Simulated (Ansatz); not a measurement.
# Quasiparticle gap of AlN (P6_3mc)

How far does one-shot GW move the HSE06 gap of AlN (P6_3mc)?

Calculated with Ansatz 0.2.0; HSE06, then G0W0 on it, plane waves, PAW.

The database entry behind the starting cell differs from later determinations by our own check (inner coordinate u about 0.002 short), so it need not match the best structure at ambient conditions.

## 1. Set-up

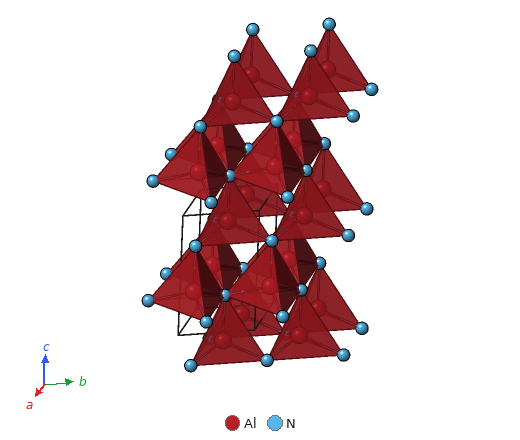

The starting structure, seen slightly off an axis (aluminium red, nitrogen blue). 2×2×2 cells are drawn. Some periodic images of atoms are drawn too.

The cell and positions come from the Crystallography Open Database and are kept as given unless a step says otherwise. The default PAW set here is soft_2. Its files were made with PBE.

## 2. HSE06 levels on the mesh and at listed points

HSE06 mixes in a quarter of exact exchange at short range.

This step: DFT, HSE06, plane waves, PAW.

input.yaml

```yaml
crystal:
  lattice:
    - [3.113, 0.0, 0.0]
    - [-1.5565, 2.695937082, 0.0]
    - [0.0, 0.0, 4.981]
  atoms:
    - { symbol: Al, position: [0.3333333333, 0.6666666667, 0.0] }
    - { symbol: Al, position: [0.6666666667, 0.3333333333, 0.5] }
    - { symbol: "N", position: [0.3333333333, 0.6666666667, 0.38] }
    - { symbol: "N", position: [0.6666666667, 0.3333333333, 0.88] }
kpoints:
  mp_grid: { grid: [6, 6, 4] }
  band_path:
    path:
      - [0.0, 0.0, 0.0]
      - [0.5, 0.0, 0.0]
      - [0.33333333, 0.33333333, 0.0]
      - [0.0, 0.0, 0.5]
      - [0.5, 0.0, 0.5]
      - [0.33333333, 0.33333333, 0.5]
    npoints: 1
hamiltonian:
  xc: hse06
scf:
  occupations: { method: fixed }
  n_extra_bands: 5
output:
  eigenvalues: true
```

Run with:

```sh
$ ansatz run input.yaml --threads 2 --pin off --max-ram 92160MiB --backend cuda --events-out ev --progress --plain --runs-dir out --devices 1 --max-vram 13GiB  # rebuilt from the run's record
```

Numbers of over 12 decimals in the logs are rounded to 6 here.

Log:

```text
scf.n_extra_bands = 5 over 8 filled bands (N_el = 16.0): the run solves 13 bands
GPUs: using 1 of 1 available (devices: 1).
Engine: ansatz 0.2.0, x86_64-unknown-linux-gnu
Pseudopotentials: kind: paw
Pseudopotential: Al, paw, valence charge 3, recommended cutoff 420 eV (normal), Al.paw.azcp
Pseudopotential: N, paw, valence charge 5, recommended cutoff 420 eV (normal), N.paw.azcp
Functional definition: HSE06
  parameter a = 0.25
  parameter omega = 0.11/bohr
  exchange = pbe_x - a*pbe_x_sr(omega) + a*exact_x_sr(omega)
  correlation = pbe_c
davidson cushion auto → on  (no smearing: the cushion is to keep the highest requested band from converging to the state above it; pin scf.eigensolver.cushion to override)
device memory: the entry about to start is reckoned to put 0.5 GiB on a device that reports 49.2 GiB free (of which the cap on the GPU budget leaves the run 13.0 GiB)
GPU FFT provider: cuFFT
GPU libraries: cuBLAS 13.8.2, cuFFT 12.4.0, cuSOLVER 12.3.4
Crystal: 4 atoms, lattice volume = 41.803 Å³
Basis set: ecut = 420 eV, 809 PW (Γ)
Bands: 13, of which v1, the nominal top of the filled ones, is band 8 counted from 1 (7 counted from 0)
Symmetry: 12 space group operations
Space group: P63mc (ITA 186), of the structure as read, at distance tolerance 3.5e-5 Å
k-points: 21 of 144 (time reversal used)
Non-local potential: Al, projectors of the file, l = 0: 2, l = 1: 2, l = 2: 1
Non-local potential: N, projectors of the file, l = 0: 2, l = 1: 2, l = 2: 1
PAW form: soft (Blöchl's): semilocal exchange-correlation on the pseudo side does not see the compensation charge
PAW frozen core: Al, regenerated for the run's functional, and the local potential with it (the file was generated under x = pbe(κ = 0.804, μ = 0.219515), c = pbe(β = 0.066725))
PAW frozen core: N, regenerated for the run's functional, and the local potential with it (the file was generated under x = pbe(κ = 0.804, μ = 0.219515), c = pbe(β = 0.066725))
PAW one-centre angular grid: Al, 110 points (default); XC on 64 Gauss nodes
PAW one-centre angular grid: N, 110 points (default); XC on 64 Gauss nodes
Initial density: superposition of atomic densities (neutral atoms: chi_scale 0, normalization atom), corrected by the library's trained network
Initial wavefunctions: pseudopotential atomic-orbital guess
GPU buffer pool allocated for 20736 grid points (all kernels)
GPU transforms: local potential and band sums: pruned to the plane-wave sphere, on 24×24×36
Functional: x = pbe(κ = 0.804, μ = 0.219515), c = pbe(β = 0.066725), warm-up for x = pbe(κ = 0.804, μ = 0.219515) + 0.25 (exact − pbe) at short range (hse, ω = 0.207870 Å⁻¹), c = pbe(β = 0.066725); HSE06 as pw.x's `hse` composes it (authors' and Libxc's form: `xc: wpbeh`)
SCF iter   1: F=—  HF=-1848.485999 eV  |F-HF|=—  |Δ(HF+E_count)|=         —  Δρ=7.96e-4  dr2=1.05e-4  ethr=1.77e-3  ⟨swp⟩=2.3  Hψ=2133  notcnv=0
preconditioner: auto → none  [insulator: Δε(μ)=4.210 eV  Ē_g=13.808 eV  n_scr=2 (ndim 8)  ℏωp=23.0 eV  f_vac=0.000]
SCF iter   2: F=-1848.486311 eV  HF=-1848.486244 eV  |F-HF|=6.63e-5  |Δ(HF+E_count)|=   2.46e-4  Δρ=4.08e-4  dr2=2.78e-5  ethr=6.53e-7  ⟨swp⟩=5.1  Hψ=1087  notcnv=0  defer=3
SCF 1 stopped early in 2 iterations: F = -1848.486311 eV  dr2 = 2.78e-5
  greatest PAW one-centre occupation: 0.788 electrons in one spin orbital (limit 2), on the N atom at site 3 (counted from 0), in its partial waves of l = 0
device memory: the entry about to start is reckoned to put 1.2 GiB on a device that reports 49.2 GiB free (of which the cap on the GPU budget leaves the run 13.0 GiB)
GPU FFT provider: cuFFT
GPU libraries: cuBLAS 13.8.2, cuFFT 12.4.0, cuSOLVER 12.3.4
Initial density: handed on by an earlier stage of this run
Initial wavefunctions: those handed on with the density
GPU buffer pool allocated for 20736 grid points (all kernels)
GPU transforms: local potential and band sums: pruned to the plane-wave sphere, on 24×24×36
Functional: x = pbe(κ = 0.804, μ = 0.219515) + 0.25 (exact − pbe) at short range (hse, ω = 0.207870 Å⁻¹), c = pbe(β = 0.066725); HSE06 as pw.x's `hse` composes it (authors' and Libxc's form: `xc: wpbeh`)
Exchange kernel: α = 0.2500, screened, ω = 0.2079 Å⁻¹, Wigner–Seitz truncation, v(0) = 1043.3538 eV·Å³, q-mesh 6×6×4, nearest image of the exchange supercell L = 18.68 Å, pair-density grid 15×15×24, without the augmentation charges, whose exchange is taken in its separable form by FFT convolution over the k-point mesh (sized by the pseudopotential files, 20×20×36 at the most), smooth part of the exact exchange by density-matrix convolution in up to 1.54 GiB of GPU memory as planned if the GPU has room (build and FFT work areas not counted)
Frozen-core exchange: fock
SCF iter   1: F=—  HF=-1849.419867 eV  |F-HF|=—  |Δ(HF+E_count)|=         —  Δρ=6.30e-3  dr2=7.72e-3  ethr=1.74e-6  ⟨swp⟩=8.0  Hψ=1636  notcnv=0
preconditioner: auto → none  [insulator: Δε(μ)=5.529 eV  Ē_g=15.846 eV  n_scr=2 (ndim 8)  ℏωp=23.0 eV  f_vac=0.000]
SCF iter   2: F=—  HF=-1849.416978 eV  |F-HF|=—  |Δ(HF+E_count)|=   2.89e-3  Δρ=2.82e-3  dr2=2.17e-3  ethr=1.74e-6  ⟨swp⟩=3.9  Hψ=929  notcnv=0
iter 3 solved again at ethr=2.93e-8 eV; its pass at ethr=1.74e-6 eV (dr2=4.69e-6 eV) is discarded
SCF iter   3: F=—  HF=-1849.416276 eV  |F-HF|=—  |Δ(HF+E_count)|=   7.03e-4  Δρ=1.23e-4  dr2=4.70e-4  ethr=2.93e-8  ⟨swp⟩=3.2  Hψ=1602  notcnv=0
SCF iter   4: F=—  HF=-1849.421221 eV  |F-HF|=—  |Δ(HF+E_count)|=   4.94e-3  Δρ=5.05e-4  dr2=8.82e-5  ethr=2.93e-8  ⟨swp⟩=6.6  Hψ=1427  notcnv=0  defer=7
SCF iter   5: F=—  HF=-1849.421200 eV  |F-HF|=—  |Δ(HF+E_count)|=   2.05e-5  Δρ=3.45e-5  dr2=6.30e-6  ethr=2.93e-8  ⟨swp⟩=4.0  Hψ=936  notcnv=0
SCF iter   6: F=-1849.421251 eV  HF=-1849.421253 eV  |F-HF|=1.36e-6  |Δ(HF+E_count)|=   5.24e-5  Δρ=6.62e-5  dr2=2.33e-6  ethr=1.22e-9  ⟨swp⟩=6.3  Hψ=1268  notcnv=0  defer=7
SCF 2 stopped early in 6 iterations: F = -1849.421251 eV  dr2 = 2.33e-6
hybrid outer 1: dexx = +5.565e-3 eV, tail = 1.11e-5 eV
GPU FFT provider: cuFFT
GPU libraries: cuBLAS 13.8.2, cuFFT 12.4.0, cuSOLVER 12.3.4
GPU buffer pool allocated for 20736 grid points (all kernels)
GPU transforms: local potential and band sums: pruned to the plane-wave sphere, on 24×24×36
Exchange kernel: α = 0.2500, screened, ω = 0.2079 Å⁻¹, Wigner–Seitz truncation, v(0) = 1043.3538 eV·Å³, q-mesh 6×6×4, nearest image of the exchange supercell L = 18.68 Å, pair-density grid 15×15×24, without the augmentation charges, whose exchange is taken in its separable form by FFT convolution over the k-point mesh (sized by the pseudopotential files, 20×20×36 at the most), smooth part of the exact exchange by density-matrix convolution in up to 1.54 GiB of GPU memory as planned if the GPU has room (build and FFT work areas not counted)
Frozen-core exchange: fock
SCF iter   1: F=—  HF=-1849.421244 eV  |F-HF|=—  |Δ(HF+E_count)|=         —  Δρ=2.32e-5  dr2=8.13e-8  ethr=3.47e-7  ⟨swp⟩=2.6  Hψ=647  notcnv=0
preconditioner: auto → none  [insulator: Δε(μ)=5.580 eV  Ē_g=15.855 eV  n_scr=2 (ndim 8)  ℏωp=23.0 eV  f_vac=0.000]
SCF iter   2: F=-1849.421244 eV  HF=-1849.421244 eV  |F-HF|=1.01e-8  |Δ(HF+E_count)|=   9.75e-8  Δρ=7.11e-6  dr2=2.42e-8  ethr=3.91e-10  ⟨swp⟩=5.0  Hψ=1140  notcnv=0  defer=2
SCF 3 converged in 2 iterations: F = -1849.421244 eV  dr2 = 2.42e-8
hybrid outer 2: dexx = +1.236e-7 eV, tail = 5.49e-8 eV, Δε = 1.97e-3 eV (about 1.80e-4 eV left of the loop's levels)
device memory: the entry about to start is reckoned to put 0.3 GiB on a device that reports 62.4 GiB free (of which the cap on the GPU budget leaves the run 13.0 GiB)
NSCF: frozen V_eff on 6 k-points
hybrid SCF converged: 2 outer / 8 inner (+2 warm-up), last move |dexx| = 1.24e-7 eV, tail = 5.49e-8 eV
Stability not checked: this state was not tested for a lower state beside it, because the functional holds exact exchange (a hybrid, or Hartree-Fock), whose exchange loop this test does not read (fock_operator; see scf.lower_state_search)
Free energy (F): -1849.421244 eV
Frozen-core exchange: fock
Harris-Foulkes:  -1849.421244 eV  (|F-HF|=1.01e-8)
Internal energy: -1849.421244 eV  (E = F + TS)
E sigma→0 (E₀):  -1849.421244 eV
Fermi energy:    6.200972 eV
--- Per-component energies (eV) ---
  E_band       = 7.773476
  E_kinetic    = 319.964896
  E_local      = -447.477761  (includes V_loc(G=0)·N_el)
  E_nonlocal   = 108.407874
  E_hartree    = 156.283347
  E_xc         = -165.222848
  E_vxc        = -173.908153  (∫ρ·V_xc dr)
  E_exx        = -35.860837  (= α·E_x^exact, valence–valence)
  E_paw        = -1193.718847  (= ΣΔE_a)
  E_vpaw       = -40.057675  (= ΣTr[D̂ρ^β])
  E_aug_tail   = 0.000192  (compensation charges beyond the density's cutoff)
  E_ewald      = -591.663270
  E_core_change = -0.133989  (= ΣΔE_core)
  E_smearing   = -0.000000  (= −TS)
  E_closure    = -0.000000  (closes the sum)
  Σ components = -1849.421244   (vs F -1849.421244, Δ=-2.27e-13)
--- Band table (eV; the first three rows and the last of 21) ---
  k-point 0: bands = [... 4 lower, 5.2903, 6.0063, 6.0063, 6.2010, 11.7805, 14.3527, 18.6566, 18.9925, ... 1 higher]
  k-point 1: bands = [... 4 lower, 5.3896, 5.3896, 5.8956, 5.8956, 12.7672, 14.4818, 18.2646, 18.9507, ... 1 higher]
  k-point 2: bands = [... 4 lower, 5.6369, 5.6369, 5.6369, 5.6369, 14.1571, 14.1571, 18.2382, 18.2382, ... 1 higher]
  k-point 20: bands = [... 4 lower, 2.0876, 2.0876, 5.3494, 5.3494, 15.1067, 15.1067, 15.5638, 15.5638, ... 1 higher]
```

Run time: 7.7 s. Hardware: 1 × NVIDIA H100 80GB HBM3 (shared by 6 runs) with 2 threads of AMD EPYC 7R13 (Zen 3), shared host; peak memory 1.2 GiB.

In the SCF lines HF is the Harris–Foulkes energy and dr2 the Hartree energy of the density residual, in eV; the loop may stop once dr2 is under the threshold and the program's other checks hold. Hψ counts applications of the Hamiltonian.

Numbers from this step:

* gap: 5.580 eV
* valence top at: Γ
* conduction bottom at: Γ
* least direct gap: 5.580 eV
* exact-exchange fraction: 0.25

Over mesh and listed points the gap is 5.580 eV, direct, at k = Γ.

(Continued in part 2 of 2.)

[Paths, hosts, dates, memory and timing lines, banners, echoed tables and standing remarks are left out of the program output.]

[Logs are printed without paths, hosts, clocks, repeated set-up lines and the standing remarks that a program may print on its own settings, such as how far it seeks lower states.]

[Runs of the session that timed out or met a known fault of the program may be left out.]

[Cells called generated may have been cut or substituted from an entry of the Crystallography Open Database or the Materials Project.]

[Hosts, paths, dates, database ids (printed as entryN), source tags and the programs' standing remarks are cut or masked in the printed files.]

[Where an RPA ε∞ is given, it is that of the G0W0 mesh and is not shown converged in it. Names of k-points follow the symmetry that the program found, which can be lower than the space group named. Band edges on a path are those of the sampled points; other points can move an edge, and change direct to indirect where valleys lie close.]

[Hybrid gaps are those of their k-mesh and are not shown converged in it.]
